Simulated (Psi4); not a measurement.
# InH2O (SMILES [OH][InH]): an attempt with Psi4

Wanted: a single-point energy of InH2O.

The results are computed with Psi4 1.11.

3 further runs of the same task are left out: 1 that didn't finish, 2 set aside as unsound or not needed.

## 1. Starting point

The species is InH2O (4 atoms), meant as a doublet with charge 0. SMILES: `[OH][InH]`. The coordinates come from a PBE0-D4/def2-TZVP relaxation.

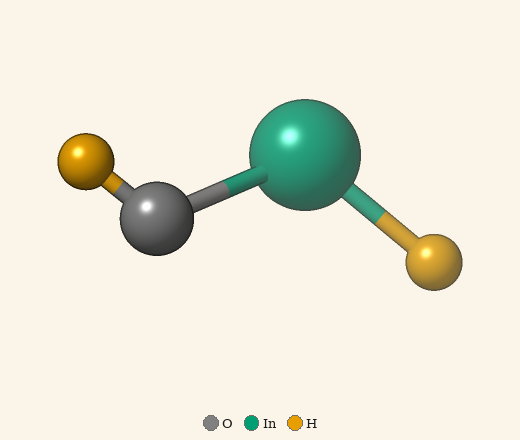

The structure, seen from a chosen angle (oxygen grey, indium teal, hydrogen amber).

## 2. The job

Input file job.py:

```python
import psi4

psi4.set_memory('1600 MB')
psi4.set_num_threads(1)
psi4.core.set_output_file('output.dat', False)

molecule = psi4.geometry("""
0 2
O     -0.298400    -1.020600     0.295000
In     0.563900     0.746600    -0.088500
H      0.236800    -1.629400     0.809100
H     -0.446700     1.843000    -1.036000
symmetry c1
""")

psi4.set_options({
    'basis': 'def2-SVPD',
    'reference': 'uks',
    'scf_type': 'df',
    'soscf': True,
})

e_tot = psi4.energy("tpssh")
print(f'total energy {e_tot:.8f} hartree = {e_tot * 27.211386:.5f} eV')
```

Command:

```console
python job.py
```

output.dat:

```text
=> Loading Basis Set <=

    Name: DEF2-SVPD
    Role: ORBITAL
    Keyword: BASIS

    !!!  WARNING: ECP capability is in beta. Please check occupations closely.  !!!

         ---------------------------------------------------------
                                   SCF
                              UKS Reference
                        1 Threads,   1525 MiB Core
         ---------------------------------------------------------

  ==> Geometry <==

    Molecular point group: c1
    Full point group: C1

    Geometry (in Angstrom), charge = 0, multiplicity = 2:

       Center              X                  Y                   Z               Mass
    ------------   -----------------  -----------------  -----------------  -----------------
         O           -0.748387756696    -1.544832699220     0.337728004654    15.994914619570
         IN           0.113912243304     0.222367300780    -0.045771995346   114.903878776000
         H           -0.213187756696    -2.153632699220     0.851828004654     1.007825032230
         H           -0.896687756696     1.318767300780    -0.993271995346     1.007825032230

  Running in c1 symmetry.

  Rotational constants: A =      5.28917  B =      0.27107  C =      0.25785 [cm^-1]
  Rotational constants: A = 158565.23332  B =   8126.37028  C =   7730.20219 [MHz]
  Nuclear repulsion =   60.887027745392601

  Charge       = 0
  Multiplicity = 2
  Electrons    = 31
  Nalpha       = 16
  Nbeta        = 15

  ==> Algorithm <==

  SCF Algorithm Type is DF.
  DIIS enabled.
  MOM disabled.
  Fractional occupation disabled.
  Guess Type is SAD.
  Energy threshold   = 1.00e-06
  Density threshold  = 1.00e-06
  Integral threshold = 1.00e-12

  ==> Primary Basis <==

  Basis Set: DEF2-SVPD
    Blend: DEF2-SVPD
    Number of shells: 29
    Number of basis functions: 71
    Number of Cartesian functions: 76
    Spherical Harmonics?: true
    Max angular momentum: 2

  Core potential: DEF2-SVPD
    Number of shells: 4
    Number of ECP primitives: 18
    Number of ECP core electrons: 28
    Max angular momentum: 3

  ==> DFT Potential <==

   => LibXC <=

    Version 7.1.2

   => Composite Functional: TPSSH <=

    TPSSh Hyb-GGA Exchange-Correlation Functional

    Deriv               =              1
    GGA                 =           TRUE
    Meta                =           TRUE

    Exchange Hybrid     =           TRUE
    MP2 Hybrid          =          FALSE

   => Exchange Functionals <=

    0.9000   Tao, Perdew, Staroverov & Scuseria

   => Exact (HF) Exchange <=

    0.1000               HF

   => Correlation Functionals <=

    1.0000   Tao, Perdew, Staroverov & Scuseria

   => LibXC Density Thresholds  <==

    XC_HYB_MGGA_XC_TPSSH:  1.00E-15

   => Molecular Quadrature <=

    Radial Scheme          =       TREUTLER
    Pruning Scheme         =           NONE
    Nuclear Scheme         =       TREUTLER

    Blocking Scheme        =         OCTREE
    BS radius alpha        =              1
    Pruning alpha          =              1
    Radial Points          =             75
    Spherical Points       =            302
    Total Points           =          88061
    Total Blocks           =            710
    Max Points             =            256
    Max Functions          =             71
    Weights Tolerance      =       1.00E-15

   => Loading Basis Set <=

    Name: (DEF2-SVPD AUX)
    Role: JKFIT
    Keyword: DF_BASIS_SCF

  ==> Integral Setup <==

  DFHelper Memory: AOs need 0.015 GiB; user supplied 0.710 GiB.
  SCF_SUBTYPE=INCORE selected. In-core MEM_DF algorithm will be used.
  Using in-core AOs.

  ==> MemDFJK: Density-Fitted J/K Matrices <==

    J tasked:                   Yes
    K tasked:                   Yes
    wK tasked:                   No
    Memory [MiB]:               726
    Algorithm:                 Core
    Schwarz Cutoff:           1E-12
    Mask sparsity (%):       0.0000
    Fitting Condition:        1E-10

   => Auxiliary Basis Set <=

  Basis Set: (DEF2-SVPD AUX)
    Blend: DEF2-UNIVERSAL-JKFIT
    Number of shells: 83
    Number of basis functions: 331
    Number of Cartesian functions: 442
    Spherical Harmonics?: true
    Max angular momentum: 5

  Cached 100.0% of DFT collocation blocks in 0.408 [GiB].

  Minimum eigenvalue in the overlap matrix is 9.4054630646E-04.
  Reciprocal condition number of the overlap matrix is 1.7087786191E-04.
    Using symmetric orthogonalization.

  ==> Pre-Iterations <==

  SCF Guess: Superposition of Atomic Densities via on-the-fly atomic UHF (no occupation information).

   -------------------------
    Irrep   Nso     Nmo
   -------------------------
     A         71      71
   -------------------------
    Total      71      71
   -------------------------

  ==> Iterations <==

                           Total Energy        Delta E     RMS |[F,P]|

   @DF-UKS iter SAD:  -265.33980797951642   -2.65340e+02   0.00000e+00
   @DF-UKS iter   1:  -266.03394949955430   -6.94142e-01   1.29412e-02 DIIS/ADIIS
   @DF-UKS iter   2:  -261.71723684917066    4.31671e+00   3.31861e-02 DIIS/ADIIS
   @DF-UKS iter   3:  -266.36679629088400   -4.64956e+00   3.72533e-03 DIIS/ADIIS
```

On the terminal:

```text
Traceback (most recent call last):
  File "job.py", line 23, in <module>
    e_tot = psi4.energy("tpssh")
RuntimeError:
Fatal Error: Vx: UKS does not support rotated V builds for MGGA's
```

It took 7.5 s on 1 thread of Intel Xeon Platinum 8275CL at 3.00GHz (Skylake/Cascade Lake), shared host; peak memory 0.63 GiB.

## 3. What went wrong

The run ended with an error.

The log says `Fatal Error: Vx: UKS does not support rotated V builds for MGGA's`. To mend it: soscf at its default in place of yes. As typed, the program can't run this.
